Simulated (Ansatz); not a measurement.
C2H5BSi (SMILES CC1=[SiH]B1)

The calculation's input:

```
crystal:
  periodic: [false, false, false]
  atoms:
    - { symbol: C, position_ang: [0.09754, 0.99542, -0.9295] }
    - { symbol: C, position_ang: [-0.07078, -0.01987, 0.14508] }
    - { symbol: Si, position_ang: [0.2864, -1.7432, 0.61907] }
    - { symbol: B, position_ang: [-0.58809, -0.30209, 1.49105] }
    - { symbol: H, position_ang: [0.04989, 0.5463, -1.92353] }
    - { symbol: H, position_ang: [-0.67145, 1.76741, -0.86156] }
    - { symbol: H, position_ang: [1.07015, 1.48612, -0.83652] }
    - { symbol: H, position_ang: [0.97059, -2.77408, -0.15553] }
    - { symbol: H, position_ang: [-1.14427, 0.04399, 2.45143] }
basis:
  gaussian: { orbitals: "6-31G*" }
hamiltonian:
  xc: pbe0
  dispersion: d4
relax:
  f_tol: 0.015
  max_steps: 40
output:
  orbitals: {}
```

Run with:

```sh
ansatz run input.yaml --threads 1 --pin off --max-ram 2048MiB --backend cpu --events-out ev --progress --plain --runs-dir out
```

The fields are those of the relaxed geometry.

These are results of RKS PBE0-D4/6-31G* in Ansatz 0.2.0, not measurements.

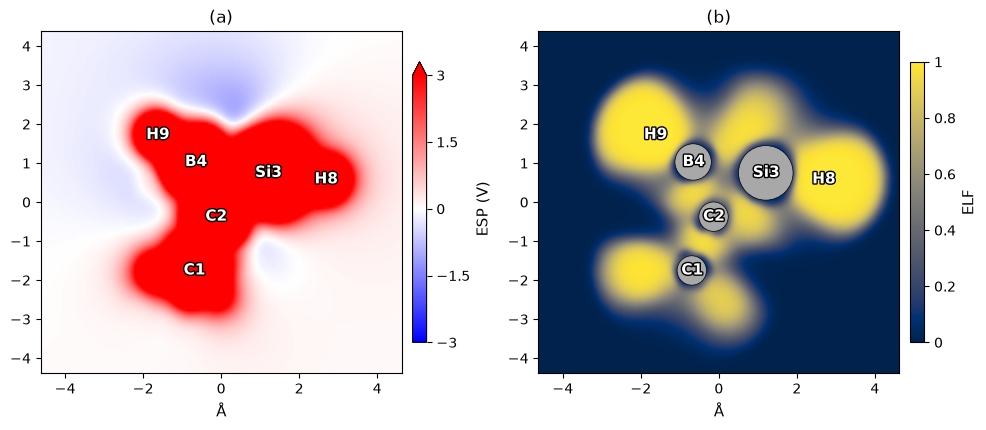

Figure 1. (a) electrostatic potential; (b) electron localisation function on the plane of atoms Si3, B4 and H9. Grey discs cover the atomic cores in the ELF map.

### What does the map show?

- The plane passes through C, Si, B and H nuclei.
- C–C (1.49 Å): the ELF peaks at about 0.95 between the atoms (a covalent bond).
- C–B (1.50 Å): the ELF peaks at about 0.90 between the atoms: a covalent bond.
- C–Si (1.75 Å): the ELF peaks at about 0.80 between the atoms; localised, covalent bonding.
- Si–B (1.88 Å): the ELF peaks at about 0.65 between the atoms.
- B–H (1.19 Å): the ELF climbs to about 1 towards the hydrogen, as it does in any bond to H; a covalent bond by its length.
- Outside the dense part of the molecule the potential is most negative (−1.0 V) near H9.

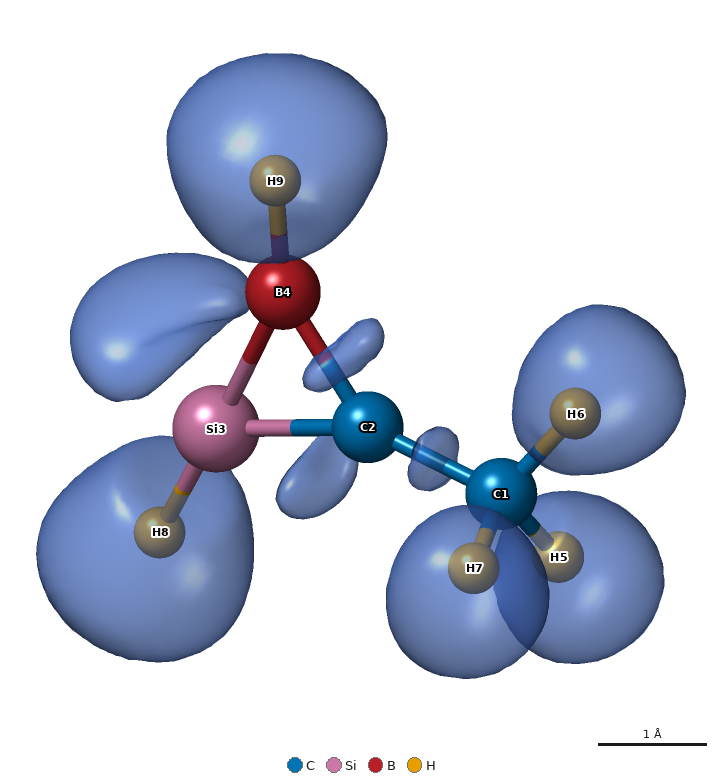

Figure 2. Isosurface of the electron localisation function at 0.9 (blue), seen at a tilt. Core shells and regions of very low density are left out.

### Identify the bonds, lone pairs and shells in this picture.

At this value the surface marks out one region between bonded B–C atoms (shared pairs), one region between bonded C–C atoms (shared pairs), one region between bonded C–Si atoms (shared pairs), five regions around hydrogen nuclei and one lobe on Si, pointing away from the bonds (lone pairs).

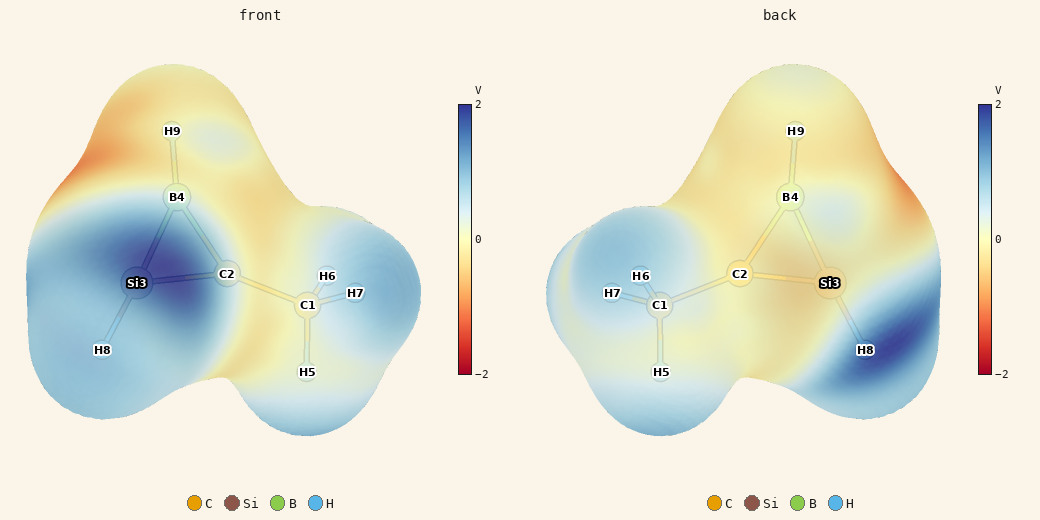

Figure 3. The molecular electrostatic potential painted on the density surface at 0.004 e/bohr³, seen from the front and from behind; the colour scale runs from red (negative) to blue (positive).

### Where is the surface potential most negative and most positive?

The most negative region (about −1.0 V) lies over H9, the most positive (about +1.9 V) over Si3.
